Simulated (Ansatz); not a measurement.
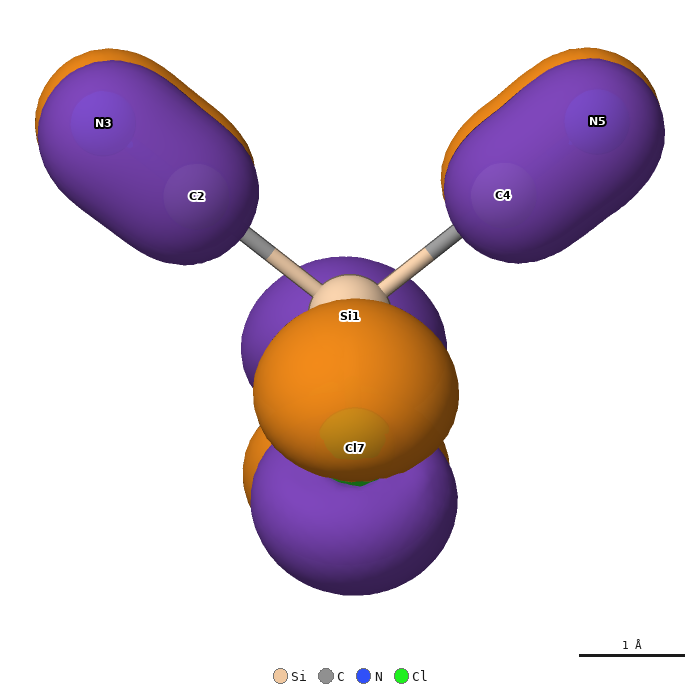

Figure. C₂Cl₂N₂Si (SMILES N#C[Si](Cl)(Cl)C#N). The HOMO at ±0.1 Å⁻³ᐟ² (orange and purple are the two phases), seen across its widest extent.

Geometry: GFN2-xTB.

Computed with isolated molecule in a Gaussian basis; Hartree-Fock in Ansatz 0.2.0.

```xyz
7

Si   -0.4536    0.0074   -0.3190
C    -0.3488   -0.0096    1.5502
N    -0.2867   -0.0192    2.6920
C     1.3415   -0.0101   -0.8506
N     2.4365   -0.0171   -1.1795
Cl   -1.3226    1.7060   -0.9326
Cl   -1.3664   -1.6575   -0.9607
```

Where does this orbital lie, and at what energy?

It lies mainly on Cl7 (about 30 %), Cl6 (about 30 %), N3 (about 10 %), N5 (about 10 %), C2 (about 10 %) and C4 (about 10 %); largely a combination of lone pairs on Cl7, Cl6, N3 and N5. Its energy is −13.76 eV.
